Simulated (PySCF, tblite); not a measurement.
C₄H₁₄N₂SSi₂, SMILES CN[Si@H]1S[SiH2]CCN1C, geometry in Å:

```xyz
23

C      3.2699     0.3617     0.0304
N      2.1416    -0.5368    -0.0334
Si     0.7648    -0.2291    -1.0055
S     -0.1943    -2.1339    -1.3854
Si    -1.6785    -2.1113     0.1511
C     -2.5076    -0.3962     0.2636
C     -1.7540     0.6720    -0.5347
N     -0.3583     0.7550    -0.1700
C     -0.0692     1.5967     0.9624
H      2.9141     1.3842    -0.0655
H      3.7797     0.2540     0.9901
H      3.9946     0.1794    -0.7692
H      2.4332    -1.5005     0.0371
H      1.0396     0.3057    -2.3437
H     -1.0481    -2.4434     1.4295
H     -2.6230    -3.1383    -0.2657
H     -2.5682    -0.0869     1.3075
H     -3.5312    -0.4424    -0.1081
H     -2.2195     1.6541    -0.3905
H     -1.8153     0.4277    -1.5981
H     -0.6979     1.3353     1.8180
H     -0.2471     2.6500     0.7157
H      0.9700     1.4702     1.2475
```

GIAO shifts, PBE0/pcSseg-1, PySCF, at a GFN2-xTB geometry (a minimum by its frequencies), against TMS for ²⁹Si, TMS for ¹³C and NH₃ for ¹⁵N computed at the same level (¹⁵N: a single molecule, while the usual scales start at liquid NH₃ or nitromethane; multiply bonded nitrogen can come out tens of ppm too deshielded). Gas phase, fully decoupled, line heights follow the number of nuclei, widths are arbitrary (no quadrupolar broadening); values of one conformer, averaged over methyl-type rotors and exact or near symmetry; other conformers aren't averaged in.

Q: How many ²⁹Si lines appear, and where?

A: 2 signals.


| δ (ppm) | nuclei | atoms |
| --- | --- | --- |
| −23.7 | 1 | Si3 |
| −30.8 | 1 | Si5 |

Q: Which ¹³C signals does it give?

A: 4 signals.


```csv
δ (ppm),nuclei,atoms
45.6,1,C7
33.4,1,C9
31.9,1,C1
8.1,1,C6
```

The order of signals that lie close, as those under 2 ppm apart, is within the error of the method.

Q: How many ¹⁵N lines appear, and where?

A: 2 signals.


```tsv
δ (ppm)	nuclei	atoms
35.5	1	N8
35.3	1	N2
```

The order of signals that lie close, as those under 3 ppm apart, is within the error of the method.

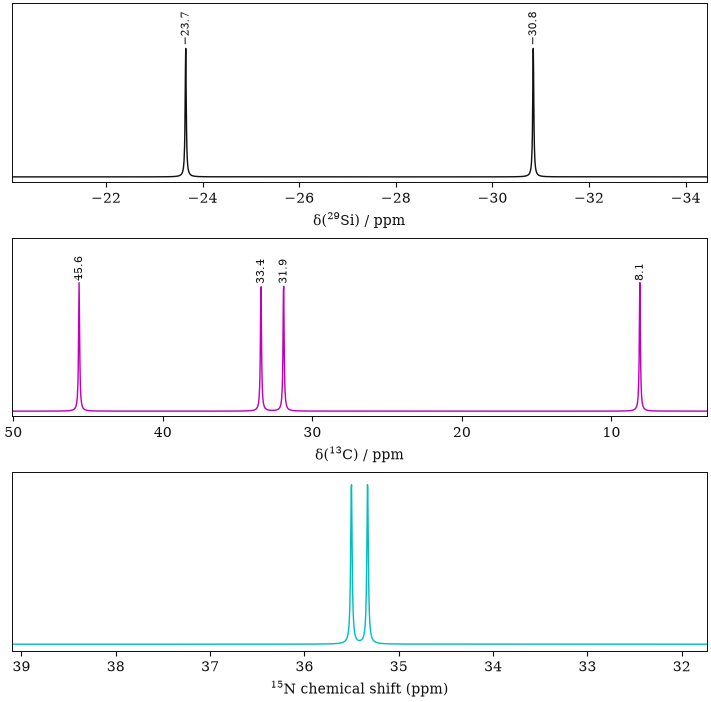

Note: the tight-binding geometry is rougher than a DFT one and adds to the error.
